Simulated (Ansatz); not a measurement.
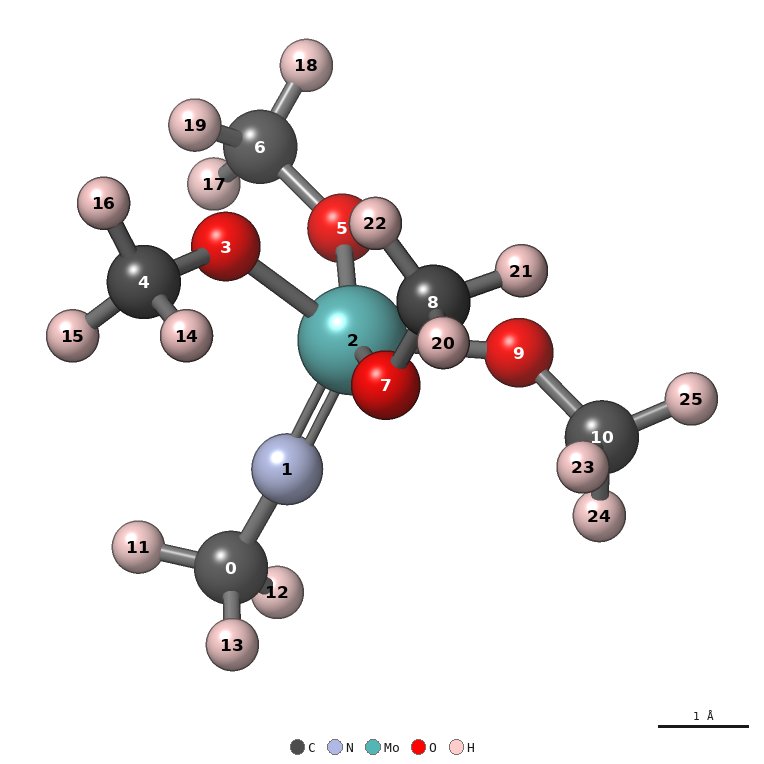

Starting geometry of the run. Atoms are numbered from 0, in the order of the input.

Input file:

```yaml
crystal:
  periodic: [false, false, false]
  atoms:
    - {symbol: C, position_ang: [-0.497946, -2.817960, -1.156456]}
    - {symbol: N, position_ang: [-0.170622, -1.541377, -0.646573]}
    - {symbol: Mo, position_ang: [0.202848, 0.077217, -0.286129]}
    - {symbol: O, position_ang: [-1.478164, 0.885388, 0.212462]}
    - {symbol: C, position_ang: [-2.404436, 0.414405, 1.141708]}
    - {symbol: O, position_ang: [-0.005405, 1.116099, -1.829377]}
    - {symbol: C, position_ang: [-1.024869, 1.756418, -2.523856]}
    - {symbol: O, position_ang: [0.460410, -0.131068, 1.614774]}
    - {symbol: C, position_ang: [0.698378, 0.990785, 2.413123]}
    - {symbol: O, position_ang: [2.081106, 0.298514, -0.396812]}
    - {symbol: C, position_ang: [3.132415, -0.384121, 0.210510]}
    - {symbol: H, position_ang: [-1.530483, -2.837234, -1.519939]}
    - {symbol: H, position_ang: [0.165960, -3.080341, -1.986739]}
    - {symbol: H, position_ang: [-0.389049, -3.576006, -0.373791]}
    - {symbol: H, position_ang: [-1.905825, 0.016942, 2.034461]}
    - {symbol: H, position_ang: [-3.014004, -0.390966, 0.711458]}
    - {symbol: H, position_ang: [-3.070718, 1.230446, 1.441340]}
    - {symbol: H, position_ang: [-1.353268, 1.143770, -3.371313]}
    - {symbol: H, position_ang: [-0.666992, 2.718459, -2.903161]}
    - {symbol: H, position_ang: [-1.875424, 1.926895, -1.852905]}
    - {symbol: H, position_ang: [0.784656, 0.679264, 3.458631]}
    - {symbol: H, position_ang: [1.629149, 1.499790, 2.125028]}
    - {symbol: H, position_ang: [-0.120800, 1.718916, 2.334925]}
    - {symbol: H, position_ang: [2.877047, -0.636123, 1.247793]}
    - {symbol: H, position_ang: [3.351605, -1.316359, -0.323974]}
    - {symbol: H, position_ang: [4.030132, 0.241947, 0.204810]}
basis:
  gaussian: {orbitals: def2-SVPD, point_charges: [{charge: 1.00, position_ang: [6.550, -0.346, -0.342]}]}
magnetization: {spin_polarized: true, initial_magnetization: 2}
hamiltonian: {xc: {name: PBE}, dispersion: d4}
```

Command:

```sh
ansatz run in.yaml --threads 11 --pin off --events-out ev --progress --plain --max-ram 174080MiB --backend cuda --devices 0, --max-vram 75GiB
```

Output:

```
Functional definition: PBE
  name "PBE"
  cite "Perdew, Burke & Ernzerhof, Phys. Rev. Lett. 77, 3865 (1996) doi:10.1103/PhysRevLett.77.3865"
  parent pbe
  parameter kappa = 0.804
  parameter beta = 0.06672455060314922
  exchange = pbe_x(kappa = kappa, mu = beta*pi^2/3)
  correlation = pbe_c(beta = beta)
3026 factors; their error is unknown
mean field evaluation 1: about -16907.2587 eV, gradient 8.4e1 eV
mean field evaluation 2: about -16672.9700 eV, gradient 2.3e2 eV
mean field evaluation 4: about -16922.8983 eV, gradient 5.3e1 eV
mean field evaluation 8: about -16934.6936 eV, gradient 2.2e1 eV
mean field evaluation 16: about -16936.9775 eV, gradient 8.4e0 eV
mean field evaluation 32: about -16937.2518 eV, gradient 1.7e-3 eV
mean field evaluation 64: about -16936.9940 eV, gradient 5.4e0 eV
mean field evaluation 96: about -16936.9819 eV, gradient 4.6e0 eV
mean field evaluation 128: about -16937.2152 eV, gradient 4.2e-5 eV
mean field -16937.25178684 eV, -622.4325226846 hartree, gradient 3.0e-6 eV, S^2 2.004399; 10 other end points of the search recorded, 0 dependent functions left out
reference -16937.25186538 eV, -622.4325255711 hartree; 50, 48 occupied and 316, 318 virtual orbitals, 3026 factors
Total energy: -16937.97503554 eV, -622.4591015843 hartree
```

The calculation finished and met its thresholds.

The spin state was imposed, and no run here compares it with a lower spin, which may lie lower.
